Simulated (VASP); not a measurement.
Band structure of GeS₂ (relaxed from the rutile structure, space group P4_2/mnm). These are PBEsol GGA, VASP's PBE PAW potentials (set 64) (plane waves; VASP 6.6.1) values and carry that method's errors.

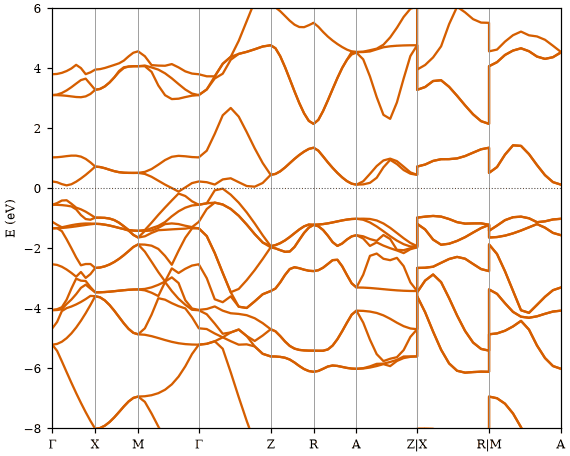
Fig. 1. Bands along high-symmetry lines, zero at the valence-band maximum or, without a gap, the Fermi level

Q: Read the plot: is there a gap, and where are the band edges?

A: It has no gap at this level: it comes out as a metal or semimetal. (Edges off the drawn lines would not show.)

The structure was generated: GeS2 was put into the rutile type (P4_2/mnm), which need not be its known phase. It was relaxed first, which changed the volume by +9 %.
